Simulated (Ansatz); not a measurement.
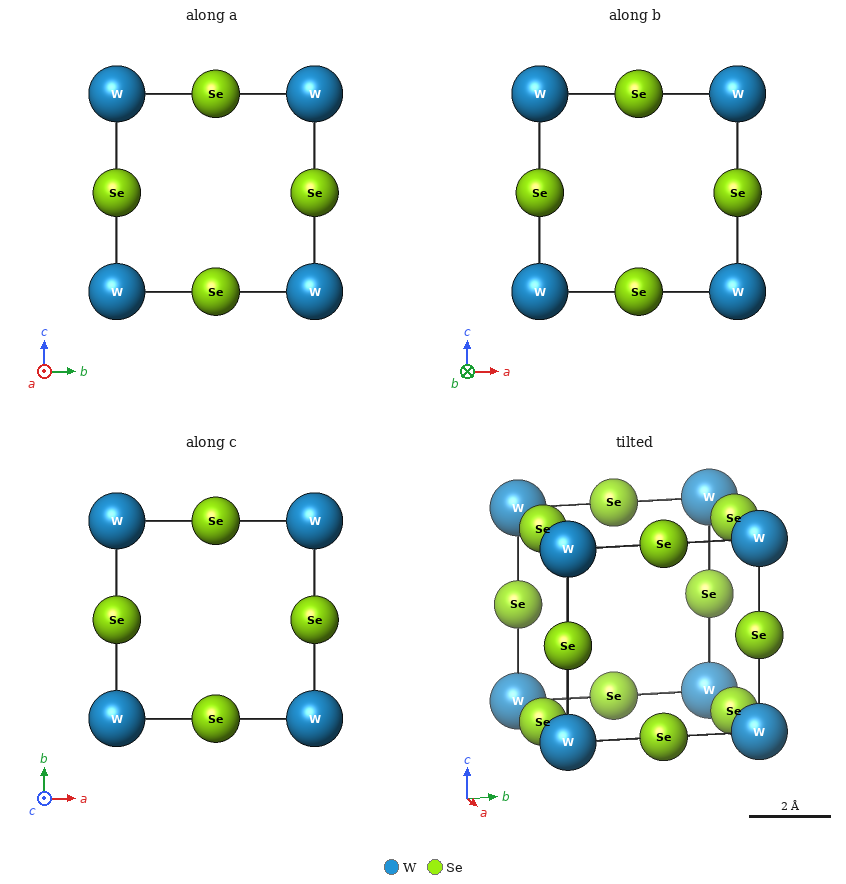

The crystal in a spheres-only representation, seen along the a axis, along the b axis, along the c axis and slightly off an axis. The box is the conventional unit cell; atoms on or close to its faces, edges and corners are drawn wherever they repeat.

Lattice parameters: a = 4.924 Å, b = 4.924 Å, c = 4.924 Å, α = 90.00°, β = 90.00°, γ = 90.00°.

> Convert the drawing into a table of Wyckoff sites.

Space group Pm-3m (No. 221).
| atom | site | x | y | z |
| --- | --- | --- | --- | --- |
| W | 1a | 0.0000 | 0.0000 | 0.0000 |
| Se | 3d | 0.0000 | 0.0000 | 0.5000 |

Its origin is a structure type filled with these elements by a generator (whether the compound takes this form wasn't checked). The cell was then strained or its atoms displaced on purpose. An electronic-structure calculation with Ansatz was run on it.
